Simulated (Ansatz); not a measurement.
# In(NH3)F3 (F3H3InN): one molecule under many settings

Aim: run In(NH3)F3 (F3H3InN) under a spread of inputs, and see what each costs and gives.

Computed with Ansatz 0.2.0, Gaussian basis. Level: the settings change from run to run.

2 further runs of the same task are left out: 2 set aside as unsound or not needed.

### 1 The geometry

An earlier PBE0-D4/def2-SVP relaxation fixed the geometry. In takes a core potential in def2 sets; no spin-orbit term is included.

8 atoms, charge 0, spin multiplicity 1.

Atoms are counted from 1 here; the program's logs count them from 0.

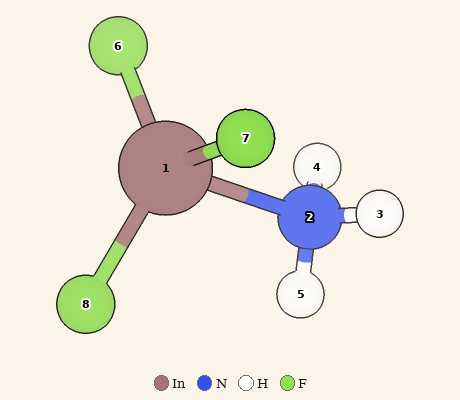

The structure; indium brown, nitrogen blue, hydrogen white, fluorine green; atoms are numbered from 1 in the order of the file.

Coordinates:

```
In   -0.00276    0.00353   -1.18244
N     0.00240   -0.00289    1.10037
H    -0.62411    0.71766    1.46169
H     0.94225    0.17831    1.45552
H    -0.30803   -0.90852    1.45499
F     1.90568    0.35747   -1.43246
F    -1.26372    1.48023   -1.42552
F    -0.65171   -1.82580   -1.43216
```

### 2 BLYP/def2-mTZVP

This run has finite nuclei.

File in.yaml:

```yaml
crystal:
  periodic: [false, false, false]
  atoms:
    - {symbol: In, position_ang: [-0.002756, 0.003534, -1.182443]}
    - {symbol: N, position_ang: [0.002402, -0.002887, 1.100373]}
    - {symbol: H, position_ang: [-0.624114, 0.717662, 1.461692]}
    - {symbol: H, position_ang: [0.942254, 0.178312, 1.455525]}
    - {symbol: H, position_ang: [-0.308034, -0.908521, 1.454986]}
    - {symbol: F, position_ang: [1.905682, 0.357474, -1.432459]}
    - {symbol: F, position_ang: [-1.263720, 1.480229, -1.425519]}
    - {symbol: F, position_ang: [-0.651706, -1.825804, -1.432155]}
basis:
  gaussian: {orbitals: def2-mTZVP, nuclear_model: gaussian}
hamiltonian: {xc: {name: BLYP}}
output: {forces: true}
```

Run with:

```bash
ansatz run in.yaml --threads 4 --pin off --events-out ev --progress --plain --max-ram 3916MiB
```

What it wrote (excerpt; [...] marks lines left out):

```text
Functional definition: BLYP
  name "BLYP"
  cite "Becke, Phys. Rev. A 38, 3098 (1988) doi:10.1103/PhysRevA.38.3098"
  cite "Lee, Yang & Parr, Phys. Rev. B 37, 785 (1988) doi:10.1103/PhysRevB.37.785"
[...]
1063 factors; their error is unknown
[...]
mean field -14868.59149606 eV, -546.4106591871 hartree, gradient 4.8e-5 eV, S^2 0.000000; 0 other end points of the search recorded, 0 dependent functions left out
[...]
reference -14868.59191262 eV, -546.4106744953 hartree; 29, 29 occupied and 92, 92 virtual orbitals, 1063 factors
Total energy: -14868.59191262 eV, -546.4106744953 hartree
Atom 0 at    -0.002756     0.003534    -1.182443 Å, force    -0.000232     0.000485     0.023445 eV/Å
Atom 1 at     0.002402    -0.002887     1.100373 Å, force    -0.000066     0.000056     0.051152 eV/Å
Atom 2 at    -0.624114     0.717662     1.461692 Å, force    -0.109429     0.126508     0.114510 eV/Å
Atom 3 at     0.942254     0.178312     1.455525 Å, force     0.164765     0.031320     0.113651 eV/Å
Atom 4 at    -0.308034    -0.908521     1.454986 Å, force    -0.054712    -0.158543     0.113638 eV/Å
Atom 5 at     1.905682     0.357474    -1.432459 Å, force     0.895824     0.166075    -0.140204 eV/Å
Atom 6 at    -1.263720     1.480229    -1.425519 Å, force    -0.591990     0.693043    -0.136019 eV/Å
Atom 7 at    -0.651706    -1.825804    -1.432155 Å, force    -0.304161    -0.858944    -0.140175 eV/Å
Dipole moment:     0.002856    -0.003315     1.266753 e Å
```

It took 2 s on 4 threads of Arm Neoverse N1, shared host.

Largest force 0.922 eV/Å, dipole 6.08 D.

### 3 r2SCAN50/def2-SVP

Edit in.yaml of step 2 so:

```diff
@@ -12,4 +12,4 @@
 basis:
-  gaussian: {orbitals: def2-mTZVP, nuclear_model: gaussian}
-hamiltonian: {xc: {name: BLYP}}
-output: {forces: true}
+  gaussian: {orbitals: def2-SVP}
+hamiltonian: {xc: {name: r2SCAN50}}
+scf: {omitted_lower_state_checks: [starts]}
```

Launched as before.

What it wrote (excerpt; [...] marks lines left out):

```text
Functional definition: r2SCAN50
  name "r2SCAN50"
  cite "Bursch, Neugebauer, Ehlert & Grimme, J. Chem. Phys. 156, 134105 (2022) doi:10.1063/5.0086040"
  cite "Furness, Kaplan, Ning, Perdew & Sun, J. Phys. Chem. Lett. 11, 8208 (2020) doi:10.1021/acs.jpclett.0c02405"
  cite "Furness, Kaplan, Ning, Perdew & Sun, J. Phys. Chem. Lett. 11, 9248 (2020) doi:10.1021/acs.jpclett.0c03077"
  parent r2scan
[...]
1019 factors; integrals over basis functions are off by at most 9.4e-4 eV
[...]
mean field -14852.00271111 eV, -545.8010325844 hartree, gradient 2.8e-5 eV, S^2 0.000000; 0 other end points of the search recorded, 0 dependent functions left out
reference -14852.00272229 eV, -545.8010329951 hartree; 29, 29 occupied and 68, 68 virtual orbitals, 1019 factors
Total energy: -14852.00272229 eV, -545.8010329951 hartree
Checks for a lower state left out: starts
```

Wall time 3.7 s (4 threads of Arm Neoverse N1, shared host).

### 4 CCSD/def2-mTZVPP

Set apart from the defaults: the search for lower states set to light.

Edit in.yaml of step 3 so:

```diff
@@ -12,4 +12,5 @@
 basis:
-  gaussian: {orbitals: def2-SVP}
-hamiltonian: {xc: {name: r2SCAN50}}
-scf: {omitted_lower_state_checks: [starts]}
+  gaussian: {orbitals: def2-mTZVPP}
+hamiltonian: {xc: {name: HF}}
+correlation: {method: ccsd}
+scf: {lower_state_search: light}
```

The command is unchanged.

What it wrote (excerpt; [...] marks lines left out):

```text
Functional definition: HF
  name "HF"
  cite "Fock, Z. Phys. 61, 126 (1930) doi:10.1007/BF01340294"
  parent pbe
[...]
1423 factors; integrals over basis functions are off by at most 1.0e-3 eV
[...]
mean field -14803.02880043 eV, -544.0012745625 hartree, gradient 8.3e-7 eV, S^2 0.000000; 0 other end points of the search recorded, 0 dependent functions left out
8 core orbitals not correlated: weight in the atoms' cores, before any rotation towards them, 1.000 or more for the frozen orbitals, at most 0.000 for the correlated occupied ones
reference -14803.02880043 eV, -544.0012745625 hartree; 21, 21 occupied and 118, 118 virtual orbitals, 1423 factors
second order -26.88095056 eV of doubles, -0.00000000 eV of singles
cycle   1  -26.20249040 eV  change    6.8e-1 eV  update   1.4e-1
[...]
cycle   9  -27.03565169 eV  change    1.1e-5 eV  update   2.9e-5
Total energy: -14830.06445212 eV, -544.9948164366 hartree
```

Wall time 24 s (4 threads of Arm Neoverse N1, shared host); peak memory 1.4 GiB.

T1 0.015.

### 5 All runs side by side

```csv
level,charge,multiplicity,geometry,functions,energy (eV),time
BLYP/def2-mTZVP,0,1,relaxed,121,-14868.592,2 s
r2SCAN50/def2-SVP,0,1,relaxed,97,-14852.003,3.7 s
CCSD/def2-mTZVPP,0,1,relaxed,147,-14830.064,24 s
```

### 6 What came out

```
                                         quantity                   value
                                             runs                       3
                                         quickest    BLYP/def2-mTZVP, 2 s
                                          slowest  CCSD/def2-mTZVPP, 24 s
spread of total energies, same state and geometry                 38.5 eV
```

**Reading.** Run time spans a factor of 12, from BLYP/def2-mTZVP to CCSD/def2-mTZVPP. The jobs differ in tasks and options as well as level. The totals spread over 39 eV; they can't be compared across methods or bases. At the PBE0-D4/def2-SVP geometry and in the same state, runs without warnings or point charges leave forces up to 0.92 eV/Å (BLYP/def2-mTZVP).
